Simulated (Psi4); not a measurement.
# B2H4F2 (SMILES [BH2-]1[F+][BH2-][F+]1): B3LYP/cc-pVDZ

Aim: the vertical singlet–triplet gap of B2H4F2 at B3LYP/cc-pVDZ, from 2 runs. Input form: a Python script.

The results are computed with Psi4 1.11.

## (1) The structure to begin with

B2H4F2: 8 atoms, total charge 0, spin state singlet. As SMILES, `[BH2-]1[F+][BH2-][F+]1`. The coordinates come from a PBE0-D4/def2-TZVP relaxation.

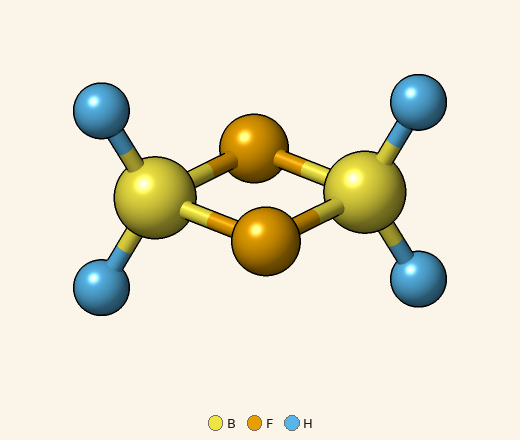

The structure, seen from a chosen angle (boron yellow, fluorine amber, hydrogen blue).

## (2) Energy and gradient at B3LYP/cc-pVDZ

job.py

```python
import psi4

psi4.set_memory('2200 MB')
psi4.set_num_threads(1)
psi4.core.set_output_file('run.log', False)

mol = psi4.geometry("""
0 1
B
F 1 1.53803
B 2 1.537555 1 91.90819
F 1 1.537654 2 88.09232 3 -0.02888
H 1 1.190116 4 110.01073 3 110.64568
H 1 1.190079 5 123.15035 4 -132.28927
H 3 1.190167 2 110.01955 1 110.63942
H 3 1.190062 7 123.14405 2 -132.31119
units angstrom
symmetry c1
""")

options = {'reference': 'rks', 'puream': True, 'e_convergence': 1e-09, 'd_convergence': 1e-08, 'scf_type': 'pk', 'dft_radial_points': 99, 'dft_spherical_points': 590}
psi4.set_options(options)

e, wfn = psi4.gradient('b3lyp/cc-pVDZ', molecule=mol, return_wfn=True)
print('gradient / Eh bohr^-1')
print(e.np.round(6))
print(f'energy = {wfn.energy():.10f} Eh')
```

Command:

```bash
$ python job.py
```

run.log:

```text
[...]
  Running in c1 symmetry.
[...]
  Nuclear repulsion =  118.500659089444284
[...]
  Multiplicity = 1
[...]
  Nalpha       = 16
  Nbeta        = 16
[...]
    Number of basis functions: 76
[...]
   @RKS iter   1:  -251.80781879120821   -5.45647e-01   3.86007e-03 ADIIS/DIIS
[...]
   @RKS iter  10:  -251.85835025054547    0.00000e+00   8.47052e-10 DIIS
[...]
    Orbital Energies [Eh]
    ---------------------
    Doubly Occupied:
       1A    -24.762745     2A    -24.762707     3A     -6.841967
       4A     -6.841916     5A     -1.296094     6A     -1.239523
       7A     -0.636375     8A     -0.620763     9A     -0.568262
      10A     -0.543444    11A     -0.473782    12A     -0.473734
      13A     -0.459627    14A     -0.405879    15A     -0.364878
      16A     -0.324835
[...]
  @RKS Final Energy:  -251.85835025054547
   => Energetics <=
    Nuclear Repulsion Energy =            118.5006590894442837
    One-Electron Energy =                -581.7223472426117041
    Two-Electron Energy =                 236.1007844048285449
    DFT Exchange-Correlation Energy =     -24.7374465022066197
    Empirical Dispersion Energy =           0.0000000000000000
    VV10 Nonlocal Energy =                  0.0000000000000000
    Total Energy =                       -251.8583502505454703
[...]
 Multipole Moments:
 ------------------------------------------------------------------------------------
     Multipole            Electronic (a.u.)      Nuclear  (a.u.)        Total (a.u.)
 ------------------------------------------------------------------------------------
 L = 1.  Multiply by 2.5417464519 to convert [e a0] to [Debye]
 Dipole X            :          0.0011987           -0.0012797           -0.0000810
 Dipole Y            :          0.0005463           -0.0002850            0.0002613
 Dipole Z            :          0.0002058           -0.0001841            0.0000217
 Magnitude           :                                                    0.0002744
[...]
  -Total Gradient:
     Atom            X                  Y                   Z
    ------   -----------------  -----------------  -----------------
       1       -0.000023479300    -0.010621209502     0.010979654565
       2        0.000008804348    -0.008873967505    -0.008533066705
       3       -0.000055555786     0.010681427140    -0.010961027099
       4       -0.000000435634     0.008847354157     0.008529120542
       5       -0.004301967478    -0.001537098647     0.001575473087
       6        0.004322168390    -0.001536501270     0.001579357679
       7       -0.004283415361     0.001513363095    -0.001579914615
       8        0.004333270770     0.001526645849    -0.001589589461
[...]
```

On the terminal:

```text
gradient / Eh bohr^-1
[[-2.3000e-05 -1.0621e-02  1.0980e-02]
 [ 9.0000e-06 -8.8740e-03 -8.5330e-03]
 [-5.6000e-05  1.0681e-02 -1.0961e-02]
 [-0.0000e+00  8.8470e-03  8.5290e-03]
 [-4.3020e-03 -1.5370e-03  1.5750e-03]
 [ 4.3220e-03 -1.5370e-03  1.5790e-03]
 [-4.2830e-03  1.5130e-03 -1.5800e-03]
 [ 4.3330e-03  1.5270e-03 -1.5900e-03]]
energy = -251.8583502505 Eh
```

It took 13 s on 1 thread of Intel Xeon 6975P-C (Granite Rapids), shared host; peak memory 1.2 GiB.

## (3) The triplet: the energy at UB3LYP/cc-pVDZ

b2f2h4.xyz

```xyz
8
B2F2H4
B     -0.488000     0.947300    -0.293800
F      0.637300     0.536000     0.670600
B      0.488000    -0.947200     0.293900
F     -0.636800    -0.535900    -0.671100
H     -0.036000     1.557300    -1.210300
H     -1.440200     1.308400     0.322000
H      1.440200    -1.309100    -0.321600
H      0.035400    -1.556800     1.210300
```

b2f2h4.py

```python
import psi4

psi4.set_memory('2200 MB')
psi4.set_num_threads(1)
psi4.core.set_output_file('output.dat', False)

with open('b2f2h4.xyz') as f:
    atoms = ''.join(f.readlines()[2:])
mol = psi4.geometry('0 3\n' + atoms + 'symmetry c1')

options = {'basis': 'cc-pVDZ', 'reference': 'uks', 'puream': True, 'e_convergence': 1e-09, 'd_convergence': 1e-08, 'scf_type': 'pk', 'dft_radial_points': 99, 'dft_spherical_points': 590, 'maxiter': 100}
psi4.set_options(options)

e_tot, wfn = psi4.energy('B3LYP', return_wfn=True)
psi4.oeprop(wfn, 'MULLIKEN_CHARGES', 'QUADRUPOLE', 'LOWDIN_CHARGES', title='B3LYP')
print(f'B3LYP energy: {e_tot:.10f} Eh')
```

Command:

```bash
$ python b2f2h4.py
```

output.dat (excerpt; [...] marks lines left out):

```text
[...]
  Running in c1 symmetry.
[...]
  Nuclear repulsion =  118.500675990828697
[...]
  Multiplicity = 3
[...]
  Nalpha       = 17
  Nbeta        = 15
[...]
    Number of basis functions: 76
[...]
   @UKS iter   1:  -251.52619850170856   -2.64026e-01   3.78115e-03 ADIIS/DIIS
[...]
   @UKS iter  12:  -251.59004958983093   -1.96110e-12   3.55900e-09 DIIS
[...]
   @S^2 Observed:                2.003200969E+00
[...]
  @UKS Final Energy:  -251.59004958983093
   => Energetics <=
    Nuclear Repulsion Energy =            118.5006759908286966
    One-Electron Energy =                -581.0917477937548483
    Two-Electron Energy =                 235.6373341103116843
    DFT Exchange-Correlation Energy =     -24.6363118972164692
    Empirical Dispersion Energy =           0.0000000000000000
    VV10 Nonlocal Energy =                  0.0000000000000000
    Total Energy =                       -251.5900495898309259
  UHF NO Occupations:
  HONO-2 :   15  A 1.9994957
  HONO-1 :   16  A 1.0000000
[...]
 Multipole Moments:
 ------------------------------------------------------------------------------------
     Multipole            Electronic (a.u.)      Nuclear  (a.u.)        Total (a.u.)
 ------------------------------------------------------------------------------------
 L = 1.  Multiply by 2.5417464519 to convert [e a0] to [Debye]
 Dipole X            :          0.0010445           -0.0010280            0.0000165
 Dipole Y            :          0.0001432           -0.0003753           -0.0002321
 Dipole Z            :         -0.0006640            0.0007458            0.0000818
 Magnitude           :                                                    0.0002467
 L = 2.  Multiply by 1.3450342976 to convert [e a0^2] to [Debye ang]
 Quadrupole XX       :        -68.1949302           49.4140044          -18.7809258
 Quadrupole XY       :          7.8092406           -8.4198277           -0.6105870
[...]
  Mulliken Charges: (a.u.)
   Center  Symbol    Alpha    Beta     Spin     Total
[...]
```

The script printed:

```text
B3LYP energy: -251.5900495898 Eh
```

It took 16 s on 1 thread of Intel Xeon 6975P-C (Granite Rapids), shared host; peak memory 1.2 GiB.

## (4) Outcome

At B3LYP/cc-pVDZ:

| quantity | value |
| --- | --- |
| singlet: total energy | -251.85835 Eh |
| singlet: dipole moment | 0.00 D |
| singlet: HOMO energy | -8.84 eV |
| singlet: LUMO energy | 0.08 eV |
| singlet: HOMO–LUMO gap | 8.92 eV |
| singlet: largest force on an atom | 0.787 eV/Å |
| triplet: total energy | -251.59005 Eh |
| triplet: dipole moment | 0.00 D |
| triplet: HOMO energy (highest over α and β) | -1.85 eV |
| triplet: ⟨S²⟩ | 2.003 |
| vertical energy of the triplet above the singlet | 7.301 eV |

In words: At this shape the triplet lies 7.30 eV (168 kcal/mol) above the singlet. The largest force (singlet) is 0.79 eV/Å: the shape isn't a stationary point for this species at this level.
